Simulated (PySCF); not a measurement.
# Single-point calculation, with input and output: CH₄AlClS

CH₄AlClS, SMILES C[S][AlH][Cl], computed with CAM-B3LYP/6-31G*, RKS (PySCF 2.14.0).

The geometry comes from this level: PBE0-D4/def2-TZVP.

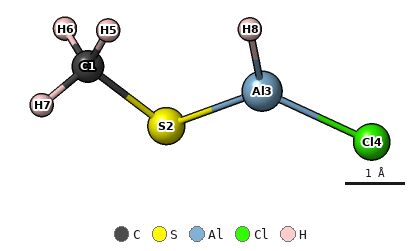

Figure 1. The input geometry (ball-and-stick view, seen at a tilt; atoms are numbered from 1 in the order of the input). Sticks mark near contacts. Bond lengths as drawn: Al–Cl 2.09 Å, Al–H 1.57 Å, Al–S 2.16 Å, C–H 1.09 Å and C–S 1.82 Å.

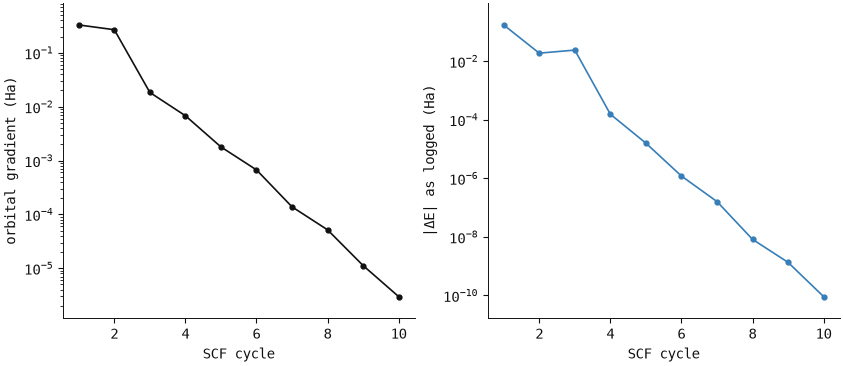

Figure 2. Convergence of the self-consistent field: orbital gradient and size of the energy change against the SCF cycle. The residual falls at every step.

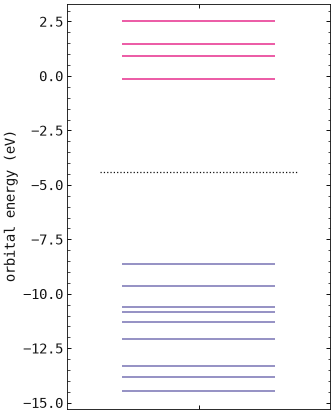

Figure 3. Orbital energies near the frontier; the dotted line parts filled from empty levels, and levels within 0.02 eV of each other stand side by side. Highest filled −8.63 eV, lowest empty −0.15 eV, 8.48 eV apart.

These pictures come from the run below.

## Input file (run.py)
```python
from pyscf import gto, dft

mol = gto.Mole()
mol.atom = '''
C   -1.003900   0.824800  -0.567300
S   -0.818100  -0.960900  -0.245100
Al   1.154600  -0.986000   0.629500
Cl   1.941400  -2.829900   1.225800
H   -0.123700   1.389800  -0.258700
H   -1.163400   0.971100  -1.634500
H   -1.870600   1.189500  -0.018200
H    1.975600   0.344400   0.812700
'''
mol.charge = 0
mol.verbose = 4
mol.basis = '6-31g*'
mol.max_memory = 1860
mol.spin = 0
mol.build()

myscf = dft.RKS(mol, xc='cam-b3lyp')
myscf.grids.level = 0
myscf.conv_tol = 1e-10
myscf.kernel()
if not myscf.converged:
    myscf = myscf.newton().run(myscf.mo_coeff, myscf.mo_occ)

e_final = myscf.e_tot
print(f'total energy: {e_final:.8f} hartree')
```

Command:
```bash
OMP_NUM_THREADS=1 python run.py
```

## Log
```
PySCF version 2.14.0

[INPUT] num. atoms = 8
[INPUT] num. electrons = 56
[INPUT] charge = 0
[INPUT] spin (= nelec alpha-beta = 2S) = 0
[INPUT] symmetry False subgroup None
[INPUT] Mole.unit = angstrom
[INPUT] Symbol           X                Y                Z      unit          X                Y                Z       unit  Magmom
[INPUT]  1 C     -1.003900000000   0.824800000000  -0.567300000000 AA   -1.897096056451   1.558646107541  -1.072041630466 Bohr   0.0
[INPUT]  2 S     -0.818100000000  -0.960900000000  -0.245100000000 AA   -1.545984942507  -1.815837833095  -0.463171873131 Bohr   0.0
[INPUT]  3 Al     1.154600000000  -0.986000000000   0.629500000000 AA    2.181877783423  -1.863269958821   1.189582595414 Bohr   0.0
[INPUT]  4 Cl     1.941400000000  -2.829900000000   1.225800000000 AA    3.668714298231  -5.347735959907   2.316426283492 Bohr   0.0
[INPUT]  5 H     -0.123700000000   1.389800000000  -0.258700000000 AA   -0.233759121609   2.626341367921  -0.488872148425 Bohr   0.0
[INPUT]  6 H     -1.163400000000   0.971100000000  -1.634500000000 AA   -2.198507373319   1.835113039565  -3.088757350602 Bohr   0.0
[INPUT]  7 H     -1.870600000000   1.189500000000  -0.018200000000 AA   -3.534921688611   2.247829225170  -0.034393015467 Bohr   0.0
[INPUT]  8 H      1.975600000000   0.344400000000   0.812700000000 AA    3.733342931691   0.650821677300   1.535780421434 Bohr   0.0

nuclear repulsion = 240.894482273704
number of shells = 38
number of NR pGTOs = 196
number of NR cGTOs = 76
basis = 6-31g*
ecp = {}

******** <class 'pyscf.dft.rks.RKS'> ********
method = RKS
initial guess = minao
damping factor = 0
level_shift factor = 0
DIIS = <class 'pyscf.scf.diis.CDIIS'>
diis_start_cycle = 1
diis_space = 8
diis_damp = 0
SCF conv_tol = 1e-10
SCF conv_tol_grad = None
SCF max_cycles = 50
direct_scf = True
direct_scf_tol = 1e-13
XC library pyscf.dft.libxc version 7.0.0
    S. Lehtola, C. Steigemann, M. J.T. Oliveira, and M. A.L. Marques.,  SoftwareX 7, 1–5 (2018)
XC functionals = cam-b3lyp
    T. Yanai, D. P. Tew, and N. C. Handy.,  Chem. Phys. Lett. 393, 51 (2004)
radial grids:
    Treutler-Ahlrichs [JCP 102, 346 (1995); DOI:10.1063/1.469408] (M4) radial grids

becke partition: Becke, JCP 88, 2547 (1988); DOI:10.1063/1.454033
pruning grids: <function nwchem_prune>
grids dens level: 0
symmetrized grids: False
atomic radii adjust function: <function treutler_atomic_radii_adjust>
small_rho_cutoff = 0
Set gradient conv threshold to 1e-05
Initial guess from minao.
tot grids = 8440
init E= -1141.57188831598
  HOMO = -0.306869759765227  LUMO = -0.0293219145201555  gap/eV = 7.55246
cycle= 1 E= -1141.39979172522  delta_E= 0.172  |g|= 0.33  |ddm|= 2.51
  HOMO = -0.288090336376149  LUMO = -0.0211961563894008  gap/eV = 7.26256
cycle= 2 E= -1141.41849742219  delta_E= -0.0187  |g|= 0.269  |ddm|= 0.917
  HOMO = -0.317615519557036  LUMO = -0.0057565490593765  gap/eV = 8.48611
cycle= 3 E= -1141.44226620373  delta_E= -0.0238  |g|= 0.0184  |ddm|= 0.402
  HOMO = -0.316581000900564  LUMO = -0.00554063928781678  gap/eV = 8.46384
cycle= 4 E= -1141.44242025843  delta_E= -0.000154  |g|= 0.00679  |ddm|= 0.0365
  HOMO = -0.317312134692833  LUMO = -0.00546786295952595  gap/eV = 8.48571
cycle= 5 E= -1141.44243606646  delta_E= -1.58e-05  |g|= 0.00179  |ddm|= 0.0119
  HOMO = -0.317042389858559  LUMO = -0.0055200671597504  gap/eV = 8.47695
cycle= 6 E= -1141.44243725793  delta_E= -1.19e-06  |g|= 0.00067  |ddm|= 0.00339
  HOMO = -0.31711050371834  LUMO = -0.0055643582597158  gap/eV = 8.47760
cycle= 7 E= -1141.44243741753  delta_E= -1.6e-07  |g|= 0.000138  |ddm|= 0.00111
  HOMO = -0.317125303985856  LUMO = -0.0055562541704135  gap/eV = 8.47823
cycle= 8 E= -1141.44243742573  delta_E= -8.19e-09  |g|= 5.16e-05  |ddm|= 0.000286
  HOMO = -0.317119690308674  LUMO = -0.0055547954812174  gap/eV = 8.47811
cycle= 9 E= -1141.44243742707  delta_E= -1.34e-09  |g|= 1.12e-05  |ddm|= 0.000104
  HOMO = -0.317122795445883  LUMO = -0.00555558771962339  gap/eV = 8.47818
cycle= 10 E= -1141.44243742716  delta_E= -9.07e-11  |g|= 2.97e-06  |ddm|= 3.12e-05
  HOMO = -0.31712220562733  LUMO = -0.00555508879017097  gap/eV = 8.47817
Extra cycle  E= -1141.44243742717  delta_E= -9.09e-12  |g|= 1.48e-06  |ddm|= 9.35e-06
converged SCF energy = -1141.44243742717
total energy: -1141.44243743 hartree
```

## Summary

| quantity | value |
| --- | --- |
| outcome | converged |
| total energy | −1141.442437 hartree |
| basis functions | 76 |
| HOMO | −8.63 eV |
| LUMO | −0.15 eV |
| dipole moment | 2.88 D |
| hardware | 1 thread of Arm Neoverse V1, 24 GiB of memory available, shared host |
| wall time | 15 s |
| peak memory | 0.18 GiB |
